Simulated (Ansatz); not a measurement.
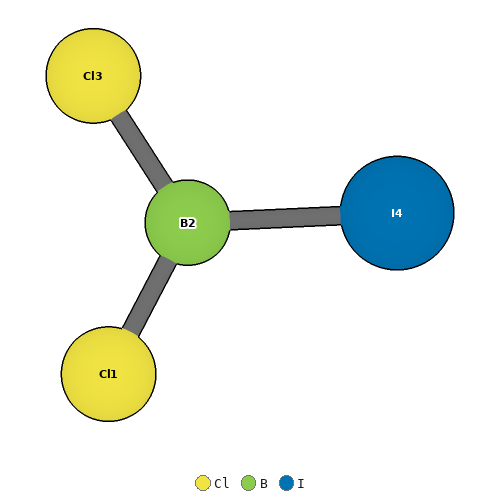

The system is BCl2I, SMILES ClB(Cl)I; the picture shows the grid point nearest to the relaxed geometry. 
- Two internal coordinates are moved rigidly from the geometry relaxed at PBE0-D4/def2-TZVP, all others fixed.
- The first coordinate is: bond B2–Cl3; the second: angle Cl1–B2–Cl3.
- The grid has 5 × 5 points.
- Points are written as (first, second).
- Energies: kcal/mol, counted from the lowest grid point.
- Method: RKS PBE0-D4/def2-TZVPP in Ansatz.

Its coordinates:

```xyz
4

Cl   -0.4779   -1.7274    0.0898
B     0.0291   -0.0689    0.0726
Cl    0.8285    0.6280    1.4921
I    -0.3076    1.1229   -1.6455
```

Range: bond B2–Cl3 from 1.561 to 2.081 Å; angle Cl1–B2–Cl3 from 102 to 138°.

Question: What will the energy surface look like?

Answer: The lowest grid point is at (1.772 Å, 120°). It is the only kind of minimum in the scanned range. The highest grid point, (2.081 Å, 138°), lies 33.4 kcal/mol above the lowest. Round the minimum the valley is somewhat tilted: raising bond B2–Cl3 shifts the best value of angle Cl1–B2–Cl3 downwards (coupling k₁₂/√(k₁₁k₂₂) about 0.2).

```csv
"angle Cl1–B2–Cl3 ↓, bond B2–Cl3 →",1.561,1.647,1.772,1.919,2.081
138,19.3,11.8,11.3,19.5,33.4
129,12.1,4.0,2.8,10.4,23.8
120,10.9,2.1,0.0,6.7,19.2
111,15.5,5.6,2.2,7.6,18.9
102,27.1,15.6,10.1,13.4,23.0
```

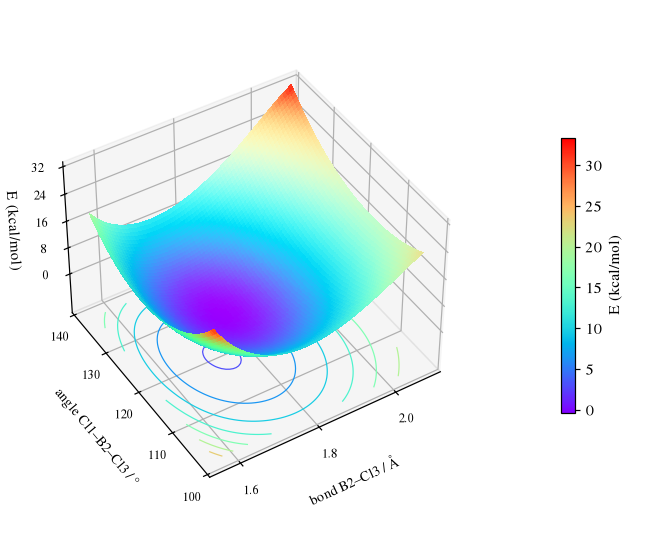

The picture shows a relief with its contours projected below. Between grid points the surface is interpolated.
